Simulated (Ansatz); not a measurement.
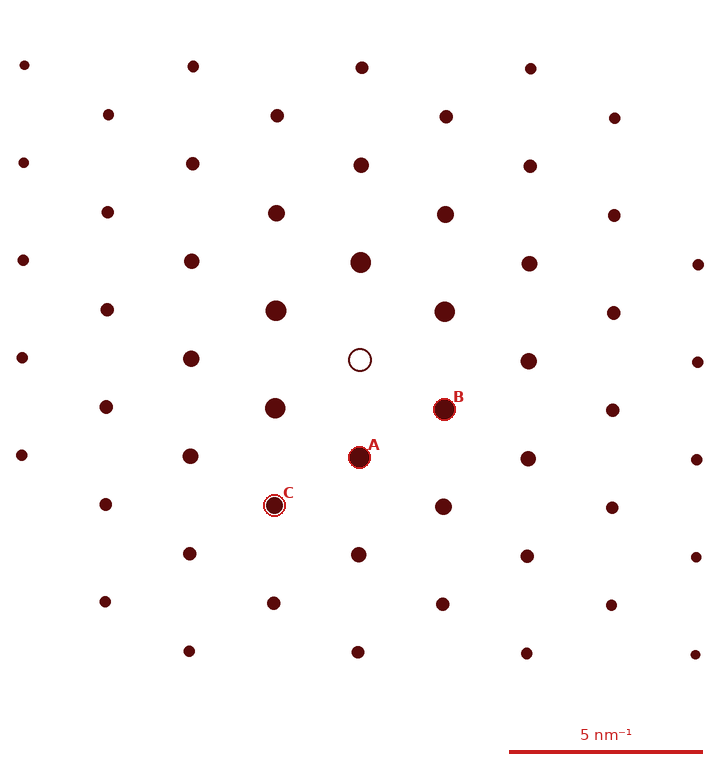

The pattern is a kinematic simulation for 200 kV electrons (no multiple scattering; isotropic B = 0.3 Å²). The zone axis points towards the electron source and the pattern is seen from the source side.

Rb, space group Im-3m (No. 229), a = 5.59 Å. Structure: the input geometry of an electronic-structure calculation (not necessarily at equilibrium).

Spot A is indexed -1 1 0 and spot B -1 0 1.

Question: Index the other marked spot.

Answer: C = 2A − B = -1 2 -1 (d = 2.282 Å).

Question: Give [uvw].

Answer: The cross product of A and B is parallel to [111]; every spot obeys hu + kv + lw = 0.

Question: What are the spacings of A and B and the angle between them?

Answer: d(A) = 3.953 Å, d(B) = 3.953 Å, and the angle is 60.0°.
